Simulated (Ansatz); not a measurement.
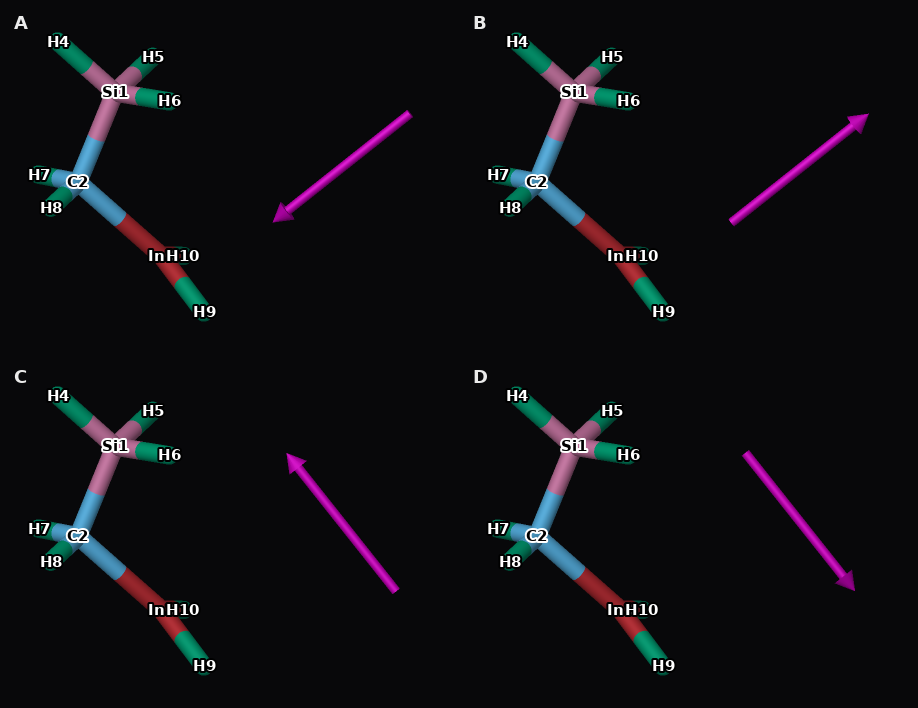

The same molecule four times, each with an arrow. Computed geometry: PBE0-D4/def2-TZVP optimisation. Level of theory: RKS PBE-D4/def2-TZVPP, core potentials on In (Ansatz 0.2.0).

Which arrow points along the dipole moment, from the negative to the positive end?

A. The dipole moment is 1.04 D; it points from the side of H5, H6 to the side of H7, H8 (the outermost atoms at the two ends).
